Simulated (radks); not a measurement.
The sulfur ion S³⁺; electrons: [Ne] 3s2 3p1 (high spin). Theory: scalar-relativistic Kohn-Sham, SCAN, spin-polarised, spherical densities, finite nucleus (computed with the in-house radial solver radks).

Wanted: the number of electrons inside radius r (solid) and the radial density 4πr²ρ (dashed).

The count levels off at 13 electrons. Half of them lie within 0.438 bohr, 90 % within 1.61 bohr and 99 % within 2.69 bohr. The radial density has minima at 0.164 and 1.10 bohr, where the count stands at 2.2 and 10.5; these part the shells that the density resolves.

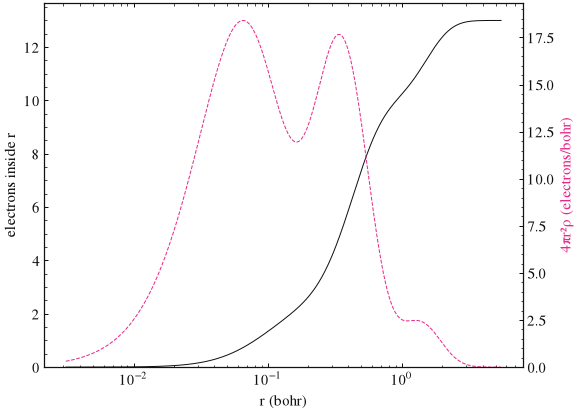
